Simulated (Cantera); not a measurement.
Input: 1 mol acetone, 5.5 mol CO2, 24 mol H2, held at 36.0 Pa.

Cantera equilibrium calculation (NASA polynomials, part measured and part estimated; ideal gas, pure solids and liquids). Candidate condensed phases: C, C6H6, C7H8, C8H18, H2O; 110 gas species. The feed counts by its element totals alone. The numbers say what is thermodynamically allowed, not how fast it happens.

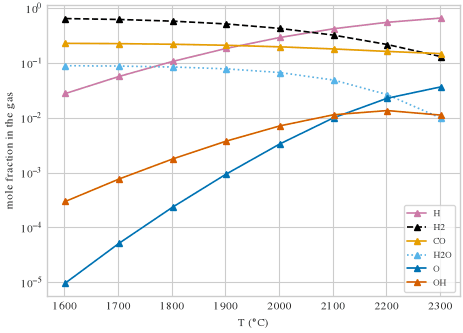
Figure: Equilibrium gas composition (values under 1e-9 drawn at 1e-9)

From 1602 °C to 2302 °C nothing is condensed. The main C-bearing gas is CO throughout.
